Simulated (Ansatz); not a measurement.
**Fields on a plane of VN (rock salt)**

```
CELL_PARAMETERS angstrom
      0.00000     2.03683     2.03683
      2.03683     0.00000     2.03683
      2.03683     2.03683     0.00000
ATOMIC_POSITIONS crystal
  N  0.00000 0.00000 0.00000
  V  0.50000 0.50000 0.50000
```

The slice is a {110} plane (indices of the conventional cell) through the point (0.500, 0.500, 0.500) (fractional), spanned by u = [100] and v = [1 -1 -1] in vectors of this cell: u (2.88 Å) and v (4.07 Å, at 90° to u). It covers one period; positions are fractions (u, v).

Atoms on it: N at (0.00, 0.50); V at (0.00, 0.00).

Computed with PBEsol (plane waves to 420 eV, PAW, scalar-relativistic; Ansatz, an electronic-structure program). k mesh 20×20×20. Near the nuclei the fields are pseudised (PAW); where an atom keeps semicore shells as valence, they peak there. The PAW data are Ansatz's earlier set. VN is run without spin polarisation. VN was relaxed with its symmetry unable to fall.

```
|xxxx8866220000110000226688xx|
|8888775511000000000011557788|
|5555442200000000000000224455|
|1111000000000000000000000011|
|1111111100000000000000111111|
|7777665533110000001133556677|
|9999998855221100112255889999|
|7788999977441100114477999988|
|xxxx8899885522112255889988xx|
|xxxx7799885522112255889977xx|
|xxxx8899885522112255889988xx|
|7788999977441100114477999988|
|9999998855221100112255889999|
|7777665533110000001133556677|
|1111111100000000000000111111|
|1111000000000000000000000011|
|5555442200000000000000224455|
|8888775511000000000011557788|
|xxxx8866220000110000226688xx|
|xxxx8866220000110000226688xx|
```
Scale: ten equal steps from 0.10 (start of '0') to 0.80 (end of '9'), in the order '0123456789'. Values: electron localisation function (ELF). The map has 14 points along u (two characters each, u = 0 at the left) and 20 along v (v = 0 in the bottom row). Points within 0.4 Å of a nucleus are blanked (x), as the pseudised field means little there.

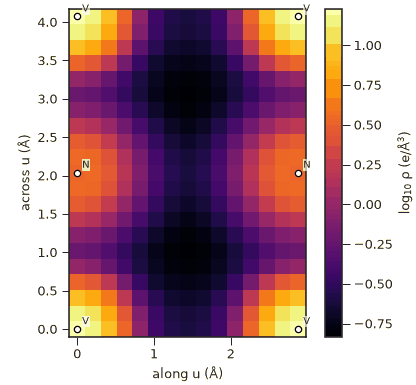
Figure. Log₁₀ of the valence density in e/Å³, one period of the plane, atoms marked. The scale is logarithmic, as a density can span decades between atoms and voids.

The density on the N–V line (2.04 Å) at its midpoint is 0.61 e/Å³ and the ELF at that point is 0.20.
